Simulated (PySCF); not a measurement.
Coordinates of C₃H₇FOSi, SMILES CO[C@@H]1[SiH2][C@@H]1F (Å):

```xyz
13

C      1.8742    -0.5073    -0.5353
O      0.9963    -0.3726     0.5545
C     -0.0131     0.5437     0.3340
Si    -1.6279     0.2327     1.2527
C     -1.1811     0.0975    -0.5717
F     -1.0429    -1.1209    -1.1652
H      1.3536    -0.8608    -1.4406
H      2.6368    -1.2456    -0.2510
H      2.3789     0.4510    -0.7651
H      0.3343     1.5747     0.1386
H     -2.4691     1.3615     1.7245
H     -1.6882    -1.0290     2.0242
H     -1.5366     0.8565    -1.2831
```

GIAO shifts, ωB97X-D/pcSseg-2 with PySCF, at a PBE0-D3(BJ)/def2-SVP geometry (no frequency check), against TMS for ¹H and TMS for ¹³C computed at the same level. Gas phase, fully decoupled, line heights follow the number of nuclei, widths are arbitrary (no quadrupolar broadening); values of one conformer, averaged over methyl-type rotors and exact or near symmetry; other conformers aren't averaged in.

**Which ¹H signals does it give?**

5 signals.


| δ (ppm) | nuclei | atoms |
| --- | --- | --- |
| 4.87 | 1 | H13 |
| 3.47 | 3 | H7, H8, H9 |
| 3.36 | 1 | H10 |
| 3.27 | 1 | H12 |
| 2.85 | 1 | H11 |

**Which ¹³C signals does it give?**

3 signals.


| δ (ppm) | nuclei | atoms |
| --- | --- | --- |
| 78.2 | 1 | C5 |
| 64.2 | 1 | C1 |
| 58.2 | 1 | C3 |

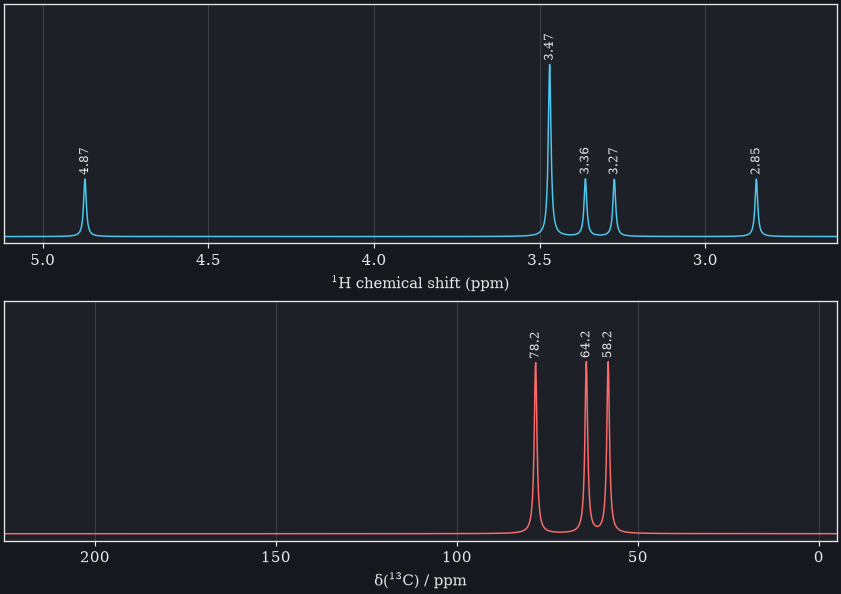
